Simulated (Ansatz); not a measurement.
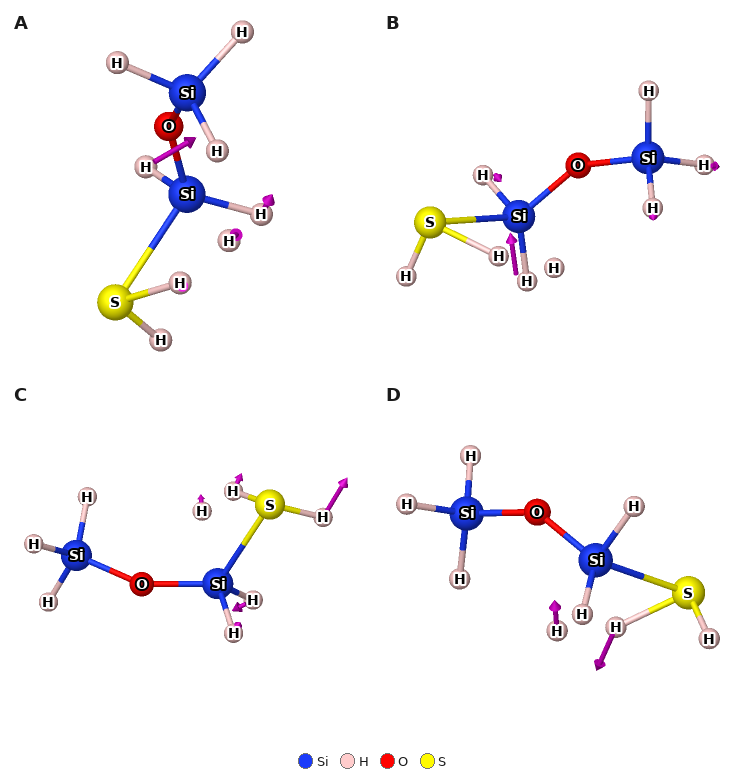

4 normal modes of one molecule or complex, as arrows. Harmonic vibrations computed with RKS PBE0-D4/def2-SVP (Ansatz 0.2.0) at a stationary point of the same level. It is a saddle point of order 2.

### Match the panels to the wavenumbers 581 cm⁻¹, 857 cm⁻¹, 1544 cm⁻¹, 2232 cm⁻¹.

A: 857 cm⁻¹, H–Si–S bending
B: 2232 cm⁻¹, Si–H stretching
C: 581 cm⁻¹, H–S–Si bending
D: 1544 cm⁻¹, S–H stretching
